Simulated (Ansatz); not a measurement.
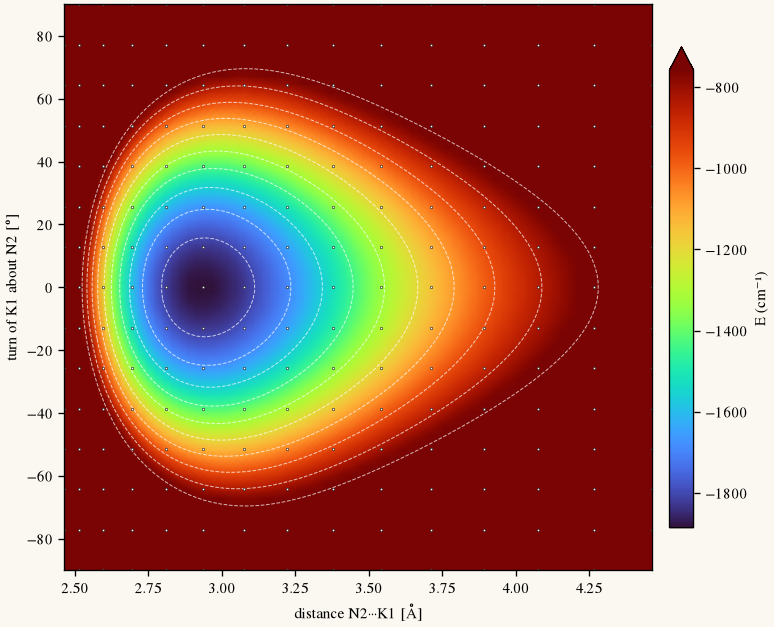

KN₂, charge +1. The turn is about an axis along (0.99, 0.11, 0.00) in the frame of the relaxed pair, normal to the line between the partners. Coordinates scanned: (1) distance N2···K1; (2) turn of K1 about N2. The grid has 15 × 15 points; 120 points were computed and 105 follow by symmetry. Points are written as (first, second). Energies: cm⁻¹, counted from the ion and the molecule far apart, frozen as in the relaxed pair, each in its own basis (no counterpoise correction). Method: RHF-MP2, frozen core/def2-TZVPD (Ansatz).

In the figure: a smooth colour map with a few white contour lines, dots at the grid points, one colour for all values above the top of the scale. Between grid points the surface is interpolated.

Estimate the position of the minimum and the force constants in these coordinates.

The interpolated minimum is at distance N2···K1 ≈ 2.937 Å, turn of K1 about N2 ≈ 0.0°. The curvatures there are about 0.88 eV/Å² and 0.29 eV/rad², with a cross term of about 0 eV/(Å·rad). Round the minimum the two coordinates are nearly uncoupled. (1 eV is 8066 cm⁻¹.)
